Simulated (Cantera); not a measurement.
Feed: 1 mol SiH₄, 1.3 mol C₂H₄, 3.3 mol H₂, 0.043 mol H₂O, equilibrated at 0.430 bar.

Method: chemical equilibrium by Gibbs-energy minimisation in Cantera with the NASA 1993 tables (ideal gas, pure condensed phases). Candidate condensed phases: C, C₆H₆, C₇H₈, C₈H₁₈, H₂O, Si, SiC, SiO₂; 123 gas species. Gases not in the tables: Si₂H₆ and higher silanes. The numbers say what is thermodynamically allowed, not how fast it happens.

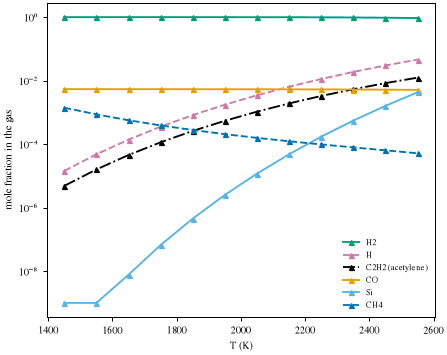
Equilibrium gas composition (values under 1e-9 drawn at 1e-9)

Task: Read off the mole fractions at 2550 K.

Result: H₂ about 0.93, H about 0.046, C₂H₂ (acetylene) about 0.012, CO about 0.0051, Si about 0.0043, CH₄ about 5.1e-5.
